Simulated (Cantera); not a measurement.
A closed system holds: 1 mol SiH2Cl2, 8.6 mol NH3, 0.25 mol H2, held at 0.150 bar.

Cantera equilibrium calculation (NASA polynomials, part measured and part estimated; ideal gas, pure solids and liquids). Candidate condensed phases: NH4Cl, Si, Si3N4; 28 gas species. The tables' values for SiCl, SiCl3, SiN are old estimates; treat these amounts as uncertain. Gases not in the tables: Si2H6 and higher silanes. Equilibrium is a limit: real reactors are often held back by kinetics, nucleation or transport.

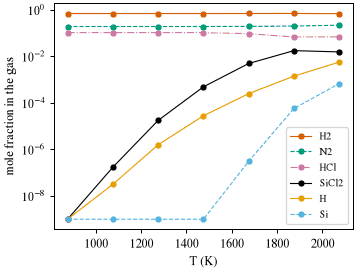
*Equilibrium gas composition (values under 1e-9 drawn at 1e-9)*

From 875 K to 1875 K the condensed part is Si3N4(s). At 2075 K the condensed part is Si(l). The main Si-bearing gas is SiCl4 at 875 K and SiCl2 at 2075 K.
